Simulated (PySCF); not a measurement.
SMILES C[Si](O)(O)C#C[SiH3], singlet, GFN2-xTB optimised geometry. Atoms within 1.6 Å of the plane z = 1.0 Å (x, y, z in Å): Si1 (-3.07, 0.21, 0.00), C2 (-1.22, 0.21, 0.00), C3 (-0.01, 0.21, 0.00), Si4 (1.85, 0.19, -0.01), O6 (2.39, 0.43, 1.52), H8 (-3.54, 1.60, 0.00), H10 (-3.53, -0.49, 1.21), H11 (2.01, -2.28, -0.34), H14 (2.17, -0.20, 2.21), H15 (2.56, 2.28, -0.47).

Computed with PBE0/def2-TZVP (PySCF 2.14.0).

Map of the electron localisation function on the plane z = 1.0 Å:

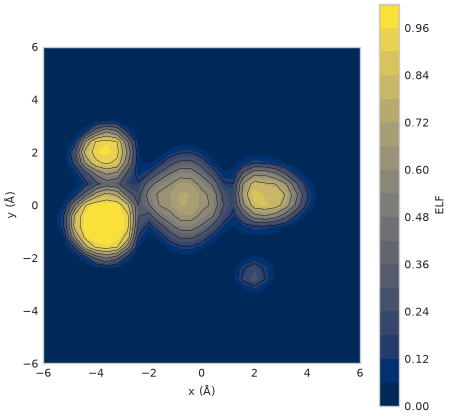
Electron localisation function on the plane z = 1.0 Å.
